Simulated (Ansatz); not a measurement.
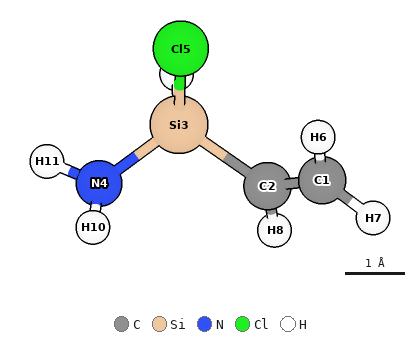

The structure as given in the input (ball-and-stick view, seen at a tilt; atoms are numbered from 1 in the order of the input).

## C$_{2}$H$_{6}$ClNSi: one change and its effect

System: C$_{2}$H$_{6}$ClNSi.
Method of run 1: RKS SPW92/def2-TZVPP (Ansatz 0.2.0).

The geometry comes from this level: PBE0-D4/def2-TZVP. Text and figures count atoms from 1; the logs count them from 0 in places.

### The input, run 1
```yaml
crystal:
  periodic: [false, false, false]
  atoms:
    - {symbol: C, position_ang: [-2.009077, -0.223832, 0.193806]}
    - {symbol: C, position_ang: [-0.763248, -0.607704, 0.453827]}
    - {symbol: Si, position_ang: [0.734757, 0.466008, 0.291998]}
    - {symbol: N, position_ang: [1.868285, -0.317323, -0.709389]}
    - {symbol: Cl, position_ang: [0.104432, 2.319573, -0.400925]}
    - {symbol: H, position_ang: [-2.233688, 0.783711, -0.142834]}
    - {symbol: H, position_ang: [-2.853641, -0.897561, 0.307108]}
    - {symbol: H, position_ang: [-0.595034, -1.630402, 0.790586]}
    - {symbol: H, position_ang: [1.412562, 0.742437, 1.578710]}
    - {symbol: H, position_ang: [1.579216, -0.700399, -1.595578]}
    - {symbol: H, position_ang: [2.820834, 0.008493, -0.746809]}
basis:
  gaussian: {orbitals: def2-TZVPP}
hamiltonian: {xc: lda}
output: {orbitals: {seedname: orbitals}}
```

Hardware: 4 CPU threads, shared host.

### Output (run 1)
```
Functional definition: SPW92
  exchange = slater_x
  correlation = pw_c
1451 factors; their error is unknown
mean field evaluation 1: about -23943.4418 eV, gradient 9.3e1 eV
mean field evaluation 2: about -23894.7103 eV, gradient 1.6e2 eV
mean field evaluation 4: about -23960.7438 eV, gradient 1.8e1 eV
mean field evaluation 8: about -23961.5098 eV, gradient 1.4e-1 eV
mean field evaluation 16: about -23961.4722 eV, gradient 6.2e-4 eV
mean field -23961.47220423 eV, -880.5678618361 hartree, gradient 2.9e-5 eV, S^2 0.000000; 0 other end points of the search recorded, 0 dependent functions left out
reference -23961.47224462 eV, -880.5678633206 hartree; 28, 28 occupied and 233, 233 virtual orbitals, 1451 factors
Total energy: -23961.47224462 eV, -880.5678633206 hartree
```

Run 2 used a changed input.

### The two runs side by side

| quantity | run 1 | run 2 |
| --- | --- | --- |
| outcome | converged | converged |
| total energy (hartree) | −880.567863 | −883.202470 |
| HOMO (eV) | −6.61 | −10.58 |
| LUMO (eV) | −1.94 | 2.86 |
| basis functions | 261 | 261 |
| wall time (shared host) | 1.8 s | 2.2 min |

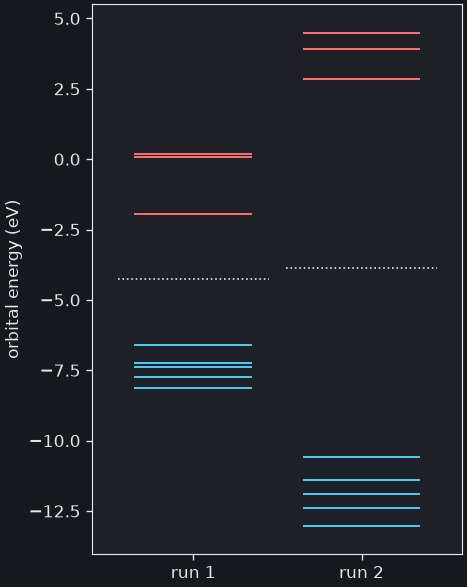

The five highest filled and three lowest empty orbital energies of the two runs; the dotted lines part filled from empty levels. The HOMO–LUMO gap is 4.68 eV in run 1 and 13.44 eV in run 2.

Which change of the input explains these differences?

The change (lines with − go, lines with + come):
```diff
-hamiltonian: {xc: lda}
+correlation: {method: ccsd_t}
```

The total energies belong to different methods, so their difference says nothing on which is more stable or more accurate. The HOMO goes from −6.61 to −10.58 eV. The LUMO goes from −1.94 to 2.86 eV.

### Output (run 2)
```
Functional definition: HF
  exchange = exact_x
  correlation = 0
1525 factors; integrals over basis functions are off by at most 1.0e-3 eV
mean field evaluation 1: about -24003.5287 eV, gradient 4.1e1 eV
mean field evaluation 2: about -24003.7983 eV, gradient 4.1e1 eV
mean field evaluation 4: about -24007.6685 eV, gradient 3.8e0 eV
mean field evaluation 8: about -24007.7238 eV, gradient 2.0e-1 eV
mean field evaluation 16: about -24003.5273 eV, gradient 4.1e1 eV
mean field -24007.72402062 eV, -882.2675847380 hartree, gradient 2.6e-6 eV, S^2 0.000000; 0 other end points of the search recorded, 0 dependent functions left out
13 core orbitals not correlated: weight in the atoms' cores, before any rotation towards them, 1.000 or more for the frozen orbitals, at most 0.000 for the correlated occupied ones
reference -24007.72402062 eV, -882.2675847380 hartree; 15, 15 occupied and 233, 233 virtual orbitals, 1525 factors
second order -23.01027338 eV of doubles, -0.00000000 eV of singles
cycle   1  -23.74892021 eV  change   -7.4e-1 eV  update   9.5e-2
cycle   2  -24.30474508 eV  change   -5.6e-1 eV  update   2.9e-2
cycle   3  -24.40278177 eV  change   -9.8e-2 eV  update   1.3e-2
cycle   4  -24.39445582 eV  change    8.3e-3 eV  update   3.5e-3
cycle   5  -24.39523833 eV  change   -7.8e-4 eV  update   1.4e-3
cycle   6  -24.39554769 eV  change   -3.1e-4 eV  update   3.6e-4
cycle   7  -24.39544394 eV  change    1.0e-4 eV  update   1.3e-4
cycle   8  -24.39545628 eV  change   -1.2e-5 eV  update   4.5e-5
cycle   9  -24.39546381 eV  change   -7.5e-6 eV  update   1.6e-5
perturbative correction -1.04406513 eV, -0.0383686859 hartree
Total energy: -24033.16354956 eV, -883.2024701831 hartree
```
